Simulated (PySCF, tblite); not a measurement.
# C4H11NSi2: geometry, infrared bands and NMR shifts

Aim: predict the infrared bands and NMR shifts of C4H11NSi2 (`C=C[C@@H]1C[SiH2]N[SiH2]1`).

Programs: tblite 0.8.0 and PySCF 2.14.0, with density-fitted response routines of our own. Each step states its level of theory. These are calculated values for one molecule in the gas phase, unless marked as measured. Atoms count from 0, in the outputs and in this text.

### Step 1. The molecule as given

18 atoms, charge 0, multiplicity 1; geometry from: force field or distance geometry start.

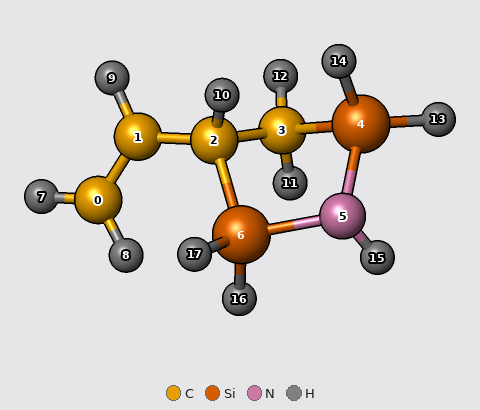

The starting geometry (carbon amber, silicon orange, nitrogen pink, hydrogen grey), atoms numbered; sticks join atoms by distance.

### Step 2. Geometry optimisation with GFN2-xTB

Job settings and geometry (Å):

```
{"job": {"kind": "relax", "xc": "GFN2-xTB", "basis": "xTB"}, "charge": 0, "multiplicity": 1}
C      2.524100    -0.283000    -0.734900
C      1.809400    -0.552700     0.350800
C      0.447900    -0.122400     0.511100
C     -0.617200    -1.131000     0.164300
Si    -2.095000    -0.147200     0.810700
N     -1.864300     1.359200    -0.176300
Si    -0.095100     1.291500    -0.573000
H      3.535300    -0.599500    -0.836300
H      2.029700     0.280600    -1.510400
H      2.267300    -1.131000     1.185400
H      0.229900     0.213400     1.564000
H     -0.686900    -1.262500    -0.931500
H     -0.528000    -2.095600     0.699600
H     -3.360200    -0.780100     0.560400
H     -1.812500     0.177800     2.202300
H     -2.417700     1.286800    -1.019700
H      0.039500     0.961200    -1.991500
H      0.585000     2.540800    -0.286700
```

On the command line:

```bash
$ OMP_NUM_THREADS=1 python probes_run.py task.json out
```

One launch serves the whole session: the jobs run in the order shown.

Standard output:

```text
step      E/eV     max force
  0    -558.36524    2.159
  1    -558.56158    1.081
  2    -558.64528    1.095
  3    -558.70957    0.827
  4    -558.77010    0.698
  5    -558.83640    0.517
  6    -558.88069    0.511
  7    -558.93422    0.560
  8    -558.97833    0.580
  9    -559.02259    0.525
 10    -559.06477    0.483
 11    -559.10085    0.419
 12    -559.13530    0.395
 13    -559.15216    1.027
 14    -559.17954    0.370
 15    -559.19914    0.341
 16    -559.22666    0.309
 17    -559.24074    0.312
 18    -559.26135    0.300
 19    -559.27301    0.411
 20    -559.28073    0.221
 21    -559.28780    0.214
 22    -559.29681    0.202
 23    -559.30540    0.211
 24    -559.31412    0.172
 25    -559.32013    0.180
 26    -559.32455    0.177
 27    -559.32875    0.131
 28    -559.33309    0.140
 29    -559.33673    0.137
 30    -559.33990    0.203
 31    -559.34326    0.215
 32    -559.34735    0.174
 33    -559.35228    0.167
 34    -559.35742    0.176
 35    -559.36170    0.157
 36    -559.36493    0.127
 37    -559.36807    0.110
 38    -559.37125    0.130
 39    -559.37390    0.129
 40    -559.37627    0.116
 41    -559.37861    0.115
 42    -559.38066    0.116
 43    -559.38211    0.092
 44    -559.38304    0.078
 45    -559.38383    0.092
 46    -559.38483    0.123
 47    -559.38604    0.116
 48    -559.38737    0.066
 49    -559.38804    0.064
 50    -559.38868    0.057
 51    -559.38926    0.057
 52    -559.38972    0.047
 53    -559.39010    0.054
 54    -559.39055    0.056
 55    -559.39110    0.058
 56    -559.39158    0.041
 57    -559.39187    0.030
 58    -559.39207    0.029
 59    -559.39228    0.030
 60    -559.39252    0.031
 61    -559.39275    0.033
 62    -559.39293    0.037
 63    -559.39310    0.034
 64    -559.39328    0.037
 65    -559.39345    0.032
 66    -559.39358    0.019
 67    -559.39366    0.019
 68    -559.39373    0.020
 69    -559.39384    0.035
 70    -559.39401    0.050
 71    -559.39422    0.052
 72    -559.39442    0.037
 73    -559.39455    0.024
 74    -559.39466    0.032
 75    -559.39479    0.040
 76    -559.39499    0.040
 77    -559.39522    0.039
 78    -559.39541    0.035
 79    -559.39553    0.024
 80    -559.39565    0.025
 81    -559.39583    0.036
 82    -559.39613    0.048
 83    -559.39651    0.055
 84    -559.39692    0.051
 85    -559.39735    0.052
 86    -559.39781    0.051
 87    -559.39834    0.053
 88    -559.39874    0.065
 89    -559.39911    0.058
 90    -559.39941    0.055
 91    -559.40010    0.059
 92    -559.40061    0.078
 93    -559.40153    0.059
 94    -559.40206    0.076
 95    -559.40235    0.053
 96    -559.40256    0.098
 97    -559.40292    0.044
 98    -559.40341    0.057
 99    -559.40407    0.051
100    -559.40439    0.049
101    -559.40493    0.056
102    -559.40535    0.063
103    -559.40574    0.063
104    -559.40592    0.064
105    -559.40617    0.025
106    -559.40628    0.021
107    -559.40638    0.032
108    -559.40649    0.025
109    -559.40664    0.033
110    -559.40677    0.031
111    -559.40690    0.029
112    -559.40699    0.034
113    -559.40707    0.024
114    -559.40712    0.021
115    -559.40715    0.016
116    -559.40718    0.020
117    -559.40723    0.023
118    -559.40733    0.024
119    -559.40740    0.023
120    -559.40749    0.024
121    -559.40757    0.025
122    -559.40768    0.023
123    -559.40779    0.036
124    -559.40778    0.059
125    -559.40794    0.061
126    -559.40807    0.024
127    -559.40818    0.023
128    -559.40630    0.279
129    -559.40845    0.031
130    -559.40861    0.028
131    -559.40538    0.476
132    -559.40889    0.046
133    -559.40915    0.056
134    -559.40302    0.464
135    -559.40942    0.036
136    -559.40963    0.033
137    -559.40809    0.323
138    -559.41021    0.020
139    -559.41065    0.023
140    -559.40678    0.409
141    -559.41111    0.026
142    -559.41147    0.034
143    -559.40691    0.430
144    -559.41195    0.035
145    -559.41230    0.046
146    -559.40711    0.461
147    -559.41280    0.050
148    -559.41315    0.061
149    -559.40940    0.414
150    -559.41374    0.068
151    -559.41411    0.074
152    -559.41294    0.332
153    -559.41486    0.087
154    -559.41522    0.090
155    -559.41477    0.301
156    -559.41627    0.105
157    -559.41675    0.098
158    -559.41600    0.328
159    -559.41888    0.069
160    -559.41985    0.064
161    -559.41710    0.445
162    -559.42158    0.047
163    -559.42258    0.062
164    -559.41875    0.489
165    -559.42413    0.052
166    -559.42498    0.061
167    -559.42283    0.410
168    -559.42649    0.058
169    -559.42713    0.068
170    -559.42789    0.203
171    -559.42876    0.083
172    -559.42944    0.054
173    -559.43226    0.072
174    -559.43388    0.123
175    -559.43565    0.096
176    -559.43710    0.118
177    -559.43869    0.075
178    -559.43985    0.089
179    -559.44080    0.074
180    -559.44156    0.091
181    -559.44300    0.099
182    -559.44425    0.132
183    -559.44569    0.155
184    -559.44684    0.151
185    -559.44788    0.096
186    -559.44907    0.092
187    -559.45291    0.139
188    -559.45485    0.112
189    -559.45652    0.097
190    -559.45792    0.116
191    -559.45909    0.088
192    -559.46031    0.088
193    -559.46194    0.079
194    -559.46323    0.076
195    -559.46423    0.073
196    -559.46510    0.061
197    -559.46601    0.070
198    -559.46702    0.082
199    -559.46800    0.076
200    -559.46881    0.088
201    -559.46944    0.065
202    -559.47001    0.065
203    -559.47052    0.068
204    -559.47091    0.072
205    -559.47137    0.062
206    -559.47172    0.060
207    -559.47203    0.062
208    -559.47233    0.051
209    -559.47262    0.051
210    -559.47288    0.042
211    -559.47307    0.037
212    -559.47319    0.026
213    -559.47327    0.024
214    -559.47336    0.030
215    -559.47345    0.035
216    -559.47354    0.028
217    -559.47359    0.018
218    -559.47362    0.017
219    -559.47365    0.016
220    -559.47368    0.016
221    -559.47370    0.012
222    -559.47372    0.012
223    -559.47374    0.013
224    -559.47377    0.020
225    -559.47381    0.020
226    -559.47384    0.011
227    -559.47385    0.012
228    -559.47387    0.012
229    -559.47388    0.012
230    -559.47390    0.010
```

Run time: 5.9 s. Hardware: 1 thread of Intel Xeon at 2.50GHz, shared host; peak memory 0.18 GiB.

Along the way: (not every step is listed) (the energy doesn't fall at every step)

```
step  energy from step 0 (eV)  largest force (eV/Å)
   0                   0.0000                2.1589
   1                  -0.1963                1.0809
   2                  -0.2800                1.0948
   3                  -0.3443                0.8271
   4                  -0.4049                0.6979
   5                  -0.4712                0.5172
   6                  -0.5154                0.5109
   7                  -0.5690                0.5596
   8                  -0.6131                0.5805
  29                  -0.9715                0.1370
  50                  -1.0234                0.0568
  71                  -1.0290                0.0520
  92                  -1.0354                0.0778
 113                  -1.0418                0.0244
 134                  -1.0378                0.4641
 155                  -1.0495                0.3011
 176                  -1.0719                0.1183
 197                  -1.1008                0.0697
 218                  -1.1084                0.0166
 225                  -1.1086                0.0199
 226                  -1.1086                0.0112
 227                  -1.1086                0.0121
 228                  -1.1086                0.0122
 229                  -1.1086                0.0124
 230                  -1.1087                0.0100
```

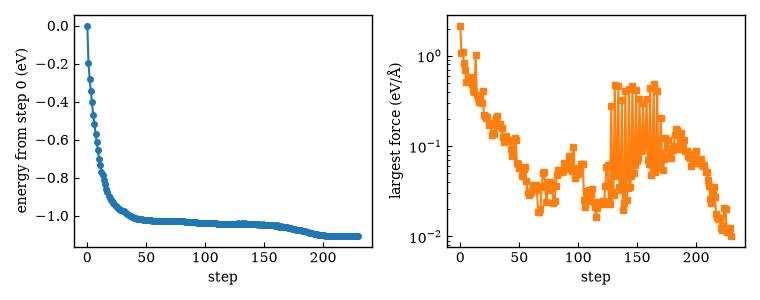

Energy and force, step by step.

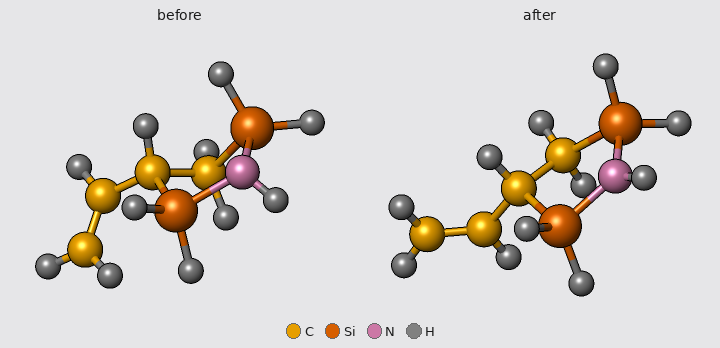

The geometry before (left) and after (right).

Distances of close pairs at the start and the end, largest changes first:

```
   bond  before (Å)  after (Å)  change (Å)
 N5–Si6       1.814      1.731      -0.084
 Si4–N5       1.816      1.736      -0.080
 C2–Si6       1.863      1.915      +0.053
  C1–C2       1.437      1.485      +0.048
 C2–H10       1.126      1.095      -0.032
  C1–H9       1.114      1.084      -0.030
  C2–C3       1.507      1.537      +0.029
Si4–H13       1.437      1.466      +0.029
```

The next job starts from the end point, and lists it.

### Step 3. Vibrational analysis with GFN2-xTB

Job settings and geometry (Å):

```
{"job": {"kind": "ir", "xc": "GFN2-xTB", "basis": "xTB"}, "charge": 0, "multiplicity": 1}
C      2.955730    -0.326377    -0.195228
C      1.696157    -0.629864    -0.457804
C      0.513288     0.005882     0.175595
C     -0.511025    -1.030313     0.664244
Si    -2.186627    -0.176105     0.927065
N     -1.953228     1.063167    -0.266082
Si    -0.394488     1.211754    -1.003591
H      3.779760    -0.801776    -0.700740
H      3.215236     0.419106     0.539274
H      1.471496    -1.384572    -1.202602
H      0.853263     0.588358     1.037936
H     -0.621934    -1.803726    -0.099074
H     -0.138342    -1.533438     1.557840
H     -3.340990    -1.010973     0.583220
H     -2.346778     0.404615     2.266331
H     -2.706507     1.672696    -0.530082
H     -0.405506     0.755496    -2.398453
H      0.111737     2.582389    -0.909506
```

Standard output:

```text
mode    cm-1     km/mol
  1      66.8      0.06
  2      82.7      0.75
  3     108.2      2.01
  4     234.7      0.12
  5     270.0      1.49
  6     327.6      4.12
  7     355.8      5.82
  8     399.8     64.36
  9     438.1     17.55
 10     478.1      2.38
 11     512.2     18.09
 12     529.6     12.09
 13     540.0    141.03
 14     605.2     22.82
 15     640.3    105.33
 16     652.0    113.32
 17     709.3     21.55
 18     770.9     71.54
 19     791.3    310.28
 20     800.0    223.88
 21     811.3    198.29
 22     835.9    235.05
 23     875.1     21.73
 24     924.0    131.77
 25     953.8     11.52
 26    1021.2     12.39
 27    1052.8     17.50
 28    1093.5     16.16
 29    1121.2     35.51
 30    1141.3    247.32
 31    1222.7      0.15
 32    1239.0      4.24
 33    1290.5      6.67
 34    1312.7      1.55
 35    1422.9      9.06
 36    1490.7      1.96
 37    1703.6     37.87
 38    2200.8    214.26
 39    2213.9    669.45
 40    2236.5    316.93
 41    2253.3    249.55
 42    2927.3     39.32
 43    2956.7     69.08
 44    2978.5     33.28
 45    3034.4     51.56
 46    3091.6     28.39
 47    3114.3     70.69
 48    3508.0      2.00
```

Run time: 2.4 s. Hardware: 1 thread of Intel Xeon at 2.50GHz, shared host; peak memory 0.18 GiB.

The strongest bands and the atoms that carry them (share of the mass-weighted mode):

```
cm⁻¹  km/mol                                  atoms
 791   310.3           H14 31 %, H13 24 %, H17 10 %
 800   223.9  H16 27 %, H17 27 %, Si4 11 %, C3 10 %
 836   235.1            Si4 21 %, N5 20 %, Si6 11 %
1141   247.3                      H15 64 %, N5 30 %
2201   214.3                     H14 75 %, H13 13 %
2214   669.5                     H16 77 %, H17 11 %
2236   316.9                     H13 83 %, H14 14 %
2253   249.6                     H17 84 %, H16 13 %
```

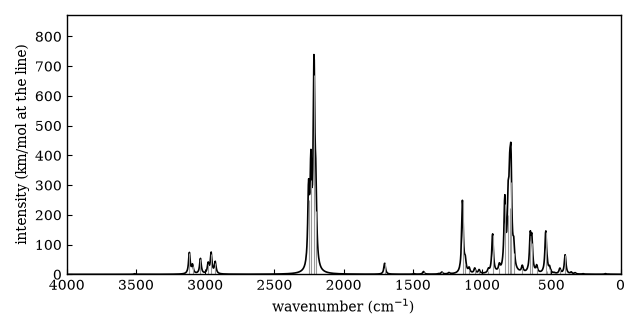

The infrared spectrum from these modes, unscaled. Lines are broadened to a width of 14 cm⁻¹ (Lorentzian).

### Step 4. Nuclear shieldings: PBE0/pcSseg-1

Same as in step 3 but for these lines:

```diff
@@ -1,2 +1,2 @@
-{"job": {"kind": "ir", "xc": "GFN2-xTB", "basis": "xTB"}, "charge": 0, "multiplicity": 1}
+{"job": {"kind": "nmr", "xc": "PBE0", "basis": "pcSseg-1"}, "charge": 0, "multiplicity": 1}
 C      2.955730    -0.326377    -0.195228
```

Level: GIAO PBE0/pcSseg-1 NMR shielding, non-relativistic, gas phase.

Standard output:

```text
coarse grid: 15480 points
cycle   1  E = -792.1418640866  dE =  7.165e-01  |g| = 5.729e-01  |ddm| = 3.859e+00
cycle   2  E = -792.0833629174  dE =  5.850e-02  |g| = 7.621e-01  |ddm| = 1.247e+00
cycle   3  E = -792.2181952773  dE = -1.348e-01  |g| = 8.399e-02  |ddm| = 8.160e-01
cycle   4  E = -792.2196248811  dE = -1.430e-03  |g| = 3.178e-02  |ddm| = 1.115e-01
cycle   5  E = -792.2198721647  dE = -2.473e-04  |g| = 7.540e-03  |ddm| = 3.135e-02
cycle   6  E = -792.2198829690  dE = -1.080e-05  |g| = 3.433e-03  |ddm| = 8.037e-03
cycle   7  E = -792.2198859004  dE = -2.931e-06  |g| = 5.975e-04  |ddm| = 3.341e-03
final grid: 138768 points
cycle   8  E = -792.2587702810  dE = -2.750e-05  |g| = 8.423e-03  |ddm| = 2.629e-02
cycle   9  E = -792.2587567871  dE =  1.349e-05  |g| = 1.123e-02  |ddm| = 1.852e-02
cycle  10  E = -792.2587879275  dE = -3.114e-05  |g| = 1.329e-03  |ddm| = 1.110e-02
cycle  11  E = -792.2587883490  dE = -4.215e-07  |g| = 3.009e-04  |ddm| = 1.339e-03
cycle  12  E = -792.2587883693  dE = -2.023e-08  |g| = 1.014e-04  |ddm| = 2.747e-04
cycle  13  E = -792.2587883715  dE = -2.197e-09  |g| = 3.061e-05  |ddm| = 1.055e-04
cycle  14  E = -792.2587883717  dE = -2.117e-10  |g| = 8.346e-06  |ddm| = 3.913e-05
converged SCF energy = -792.2587883717

GIAO shielding tensors (ppm)
atom      isotropic    diamagn.    paramagn.     s11        s22        s33       span
  0 C       69.849     252.983    -183.133    -40.126     92.417    157.257    197.383
  1 C       35.251     255.273    -220.022    -85.011     48.883    141.881    226.891
  2 C      152.390     253.287    -100.897    135.804    145.712    175.654     39.851
  3 C      169.519     252.067     -82.548    152.272    167.501    188.782     36.510
  4 Si     369.581     879.965    -510.385    322.626    360.268    425.848    103.222
  5 N      257.588     324.149     -66.562    225.725    236.453    310.585     84.860
  6 Si     370.751     880.990    -510.240    335.303    350.844    426.105     90.802
  7 H       26.612      28.525      -1.913     23.450     25.357     31.028      7.578
  8 H       26.386      31.739      -5.353     22.923     25.409     30.827      7.904
  9 H       25.635      32.009      -6.374     23.032     24.596     29.276      6.244
 10 H       29.403      34.875      -5.472     26.091     27.834     34.285      8.194
 11 H       30.649      32.435      -1.786     26.232     28.762     36.954     10.722
 12 H       30.418      31.310      -0.891     25.817     28.049     37.388     11.571
 13 H       26.609      28.581      -1.972     23.231     23.971     32.624      9.393
 14 H       26.670      29.064      -2.394     23.134     23.929     32.947      9.814
 15 H       32.280      30.067       2.213     22.674     28.153     46.014     23.340
 16 H       27.002      30.239      -3.236     23.505     24.833     32.670      9.165
 17 H       26.842      30.134      -3.292     23.533     24.587     32.406      8.874
```

It took 2 min on 1 thread of Intel Xeon at 2.50GHz, shared host; peak memory 0.9 GiB.

The references, computed at this level on geometries of the same kind, shield at (ppm): 1H TMS 31.72, 13C TMS 186.9, 29Si TMS 349.2, 15N NH3 267.7. Their shielding less the atom's gives the shift. The references are single molecules in the gas phase, so shifts against H2O, NH3, PH3, H3PO4 or CFCl3 are not on the usual liquid scales and can be off by tens of ppm.

```
atoms                                                  environment  σ (ppm)  δ (ppm)  δ scaled to CDCl3
   C1                                                    alkene CH     35.3    151.7              146.1
   C0                                         terminal =CH2 carbon     69.8    117.1              112.4
   C2                                  allylic sp3 CH bonded to Si    152.4     34.5               31.8
   C3                                         sp3 CH2 bonded to Si    169.5     17.4               15.1
   H9                                     hydrogen on an alkene CH    25.63     6.08               5.84
   H8                           hydrogen on a terminal =CH2 carbon    26.39     5.33               5.13
  H13   hydrogen on a silicon bonded to C, N, in a 5-membered ring    26.61     5.11                  –
   H7                           hydrogen on a terminal =CH2 carbon    26.61     5.11               4.92
  H14   hydrogen on a silicon bonded to C, N, in a 5-membered ring    26.67     5.05                  –
  H17   hydrogen on a silicon bonded to C, N, in a 5-membered ring    26.84     4.88                  –
  H16   hydrogen on a silicon bonded to C, N, in a 5-membered ring    27.00     4.71                  –
  H10                   hydrogen on an allylic sp3 CH bonded to Si    29.40     2.31               2.29
  H12                          hydrogen on an sp3 CH2 bonded to Si    30.42     1.30               1.33
  H11                          hydrogen on an sp3 CH2 bonded to Si    30.65     1.07               1.11
  H15  hydrogen on a nitrogen bonded to 2 Si, in a 5-membered ring    32.28    -0.56                  –
  Si4            silicon bonded to C, N, 2 H, in a 5-membered ring    369.6    -20.4                  –
  Si6            silicon bonded to C, N, 2 H, in a 5-membered ring    370.8    -21.6                  –
   N5             nitrogen bonded to 2 Si, H, in a 5-membered ring    257.6     10.1                  –
```

The scaled column applies a straight-line fit of computed shieldings to shifts measured in CDCl3 (root-mean-square error 0.16 ppm for H, 1.9 ppm for C).

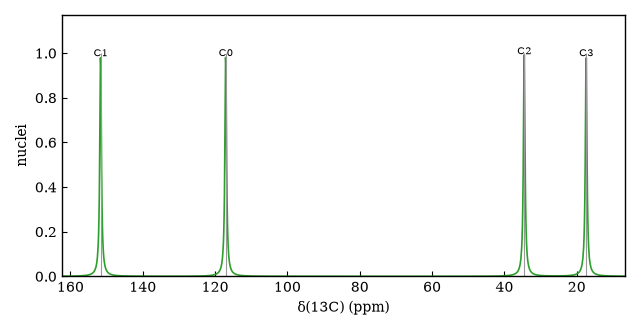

13C lines at the computed shifts, without couplings. Lines are broadened to a width of 0.54 ppm (Lorentzian).

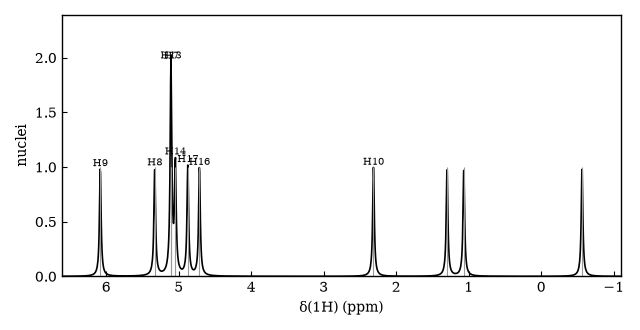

1H lines at the computed shifts, without couplings. Lines are broadened to a width of 0.03 ppm (Lorentzian).

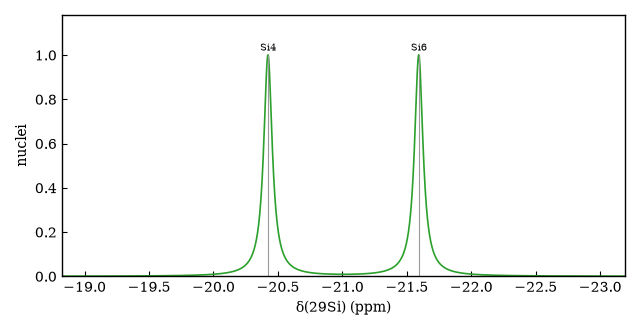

29Si lines at the computed shifts, without couplings. Lines are broadened to a width of 0.08 ppm (Lorentzian).

The run also stored atomic charges by several schemes (e):

```
atoms  Mulliken    IAO  Hirshfeld  ESP fit
   C0     -0.15  -0.34      -0.12    -0.45
   C1     -0.17  -0.12      -0.04    -0.22
   C2     -0.54  -0.37      -0.11     0.10
   C3     -0.48  -0.54      -0.16    -0.41
  Si4      0.80   0.89       0.37     0.55
   N5     -0.82  -0.94      -0.33    -0.83
  Si6      0.84   0.89       0.37     0.51
```

Mulliken charges:

C0 -0.15; C1 -0.17; C2 -0.54; C3 -0.48; Si4 0.80; N5 -0.82; Si6 0.84; H7 0.11; H8 0.10; H9 0.10; H10 0.15; H11 0.14; H12 0.15; H13 -0.11; H14 -0.11; H15 0.21; H16 -0.11; H17 -0.11

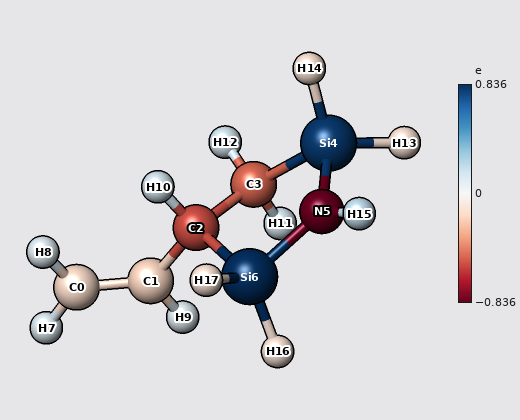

Mulliken charges, as colours on the atoms.

Mayer bond orders: C0–C1 1.98, C1–C2 1.01, C2–C3 1.00, C3–Si4 0.91, Si4–N5 0.96, N5–Si6 0.98, Si6–C2 0.85.

Ring of atoms C2, C3, Si4, N5, Si6: NICS(0) -5.5, NICS(1) -3.1, NICS(1)zz -1.4 ppm (means of both faces).

Orbitals, density, ELF and potential are computed afterwards from the orbital file.

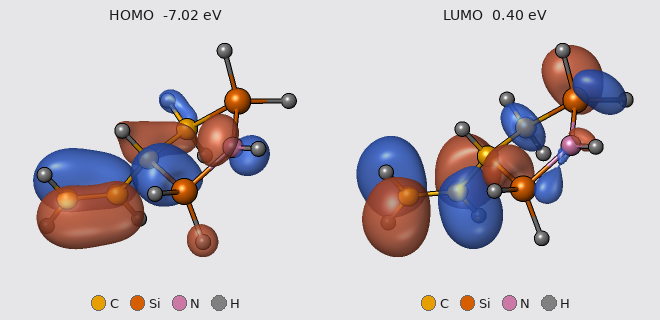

Frontier orbitals at PBE0/pcSseg-1; each surface holds 70 % of the orbital's density, blue and red mark the sign.

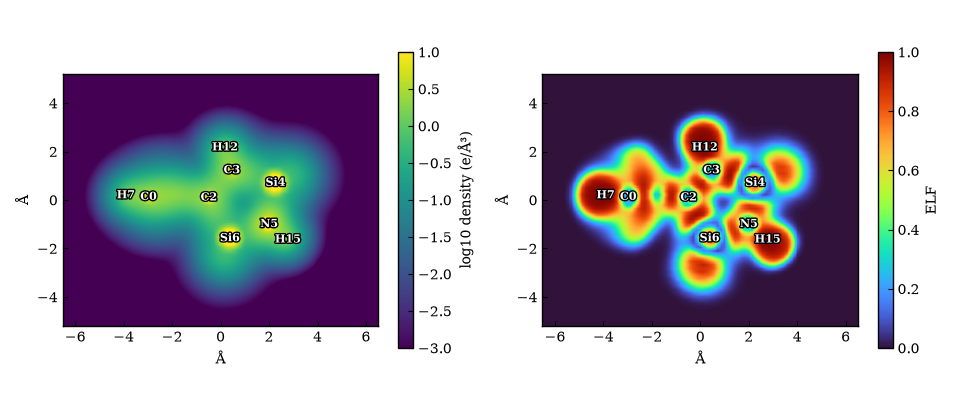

Density (left) and ELF (right) in a plane through or near 9 of the atoms.

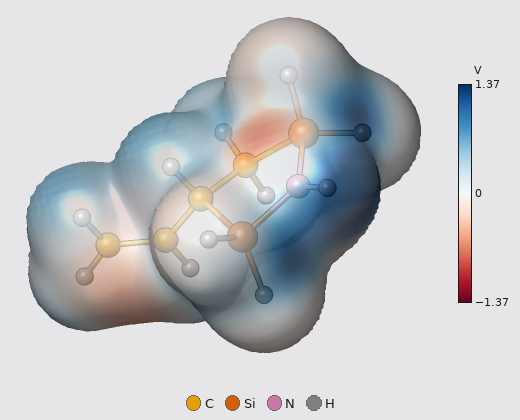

Electrostatic potential on the surface of density 0.002 e/bohr³; red is low, blue high. It runs, from the 1st to the 99th percentile, from -0.66 V near C0 to 1.37 V near H15.

### Step 5. Results

| quantity | value |
| --- | --- |
| strongest single infrared mode (GFN2-xTB) | 2214 cm⁻¹, 669 km/mol |
| zero-point energy (GFN2-xTB) | 84.8 kcal/mol |
| 13C shifts against TMS (PBE0/pcSseg-1) | 151.7, 117.1, 34.5, 17.4 ppm |
| 1H shifts against TMS (PBE0/pcSseg-1) | 6.08, 5.33, 5.11, 5.11, 5.05, 4.88, 4.71, 2.31, 1.30, 1.07, -0.56 ppm |
| 29Si shifts against TMS (PBE0/pcSseg-1) | -20.4, -21.6 ppm |
| 15N shifts against NH3 (PBE0/pcSseg-1) | 10.1 ppm |
| surface potential, 1st and 99th percentile | -0.66 V and 1.37 V |

**Reading.** The optimisation took 230 steps and gained 1.109 eV; among the close pairs (by a distance rule), N5–Si6 changed most, from 1.814 to 1.731 Å. All 48 modes are real, so the xTB geometry is a minimum. The strongest single mode, at 2214 cm⁻¹, moves mainly H16. Unscaled tight-binding wavenumbers are off by several per cent, some by more. Its intensities can rank the bands wrongly. C1 (alkene CH) lies farthest downfield among carbon, at 151.7 ppm; as expected for a trigonal carbon in a double bond. The most deshielded hydrogen is H9 (hydrogen on an alkene CH), at 6.08 ppm: a vinylic proton, deshielded by the sp2 carbon and the C=C anisotropy. At PBE0/pcSseg-1: The largest span, 227 ppm, is at C1, where the paramagnetic term is -220 ppm.
